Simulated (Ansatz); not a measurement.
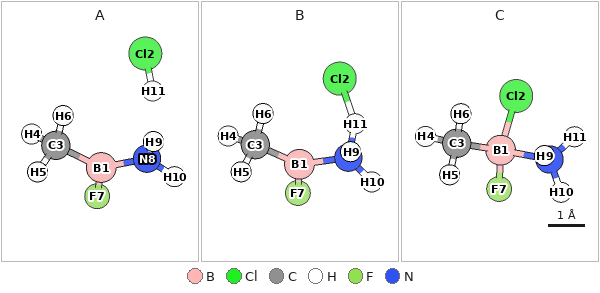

3 geometries from a converged minimum-energy path of CH6BClFN, shuffled. The picture is a ball-and-stick view, seen from a free direction.

These are results of RHF/def2-SVP (Ansatz), not measurements. Set-up: 7 movable images; climbing image; force threshold 0.05 eV/Å; iteration limit 60; starting path through a guess of the saddle point.

One of them is the converged climbing image. Which?

Answer. B. In order along the path, whose images run from 0 to 8: C (image 2, +1.6 kcal/mol), B (image 4, +27.2 kcal/mol), A (image 7, +6.6 kcal/mol). Breaking: B1–Cl2 (1.88 → 2.91 at the top → 4.01 Å), N8–H11 (1.01 → 1.13 at the top → 2.35 Å). Forming: Cl2–H11 (2.86 → 1.74 at the top → 1.28 Å).

Limits of the set-up: Hartree-Fock leaves out electron correlation.
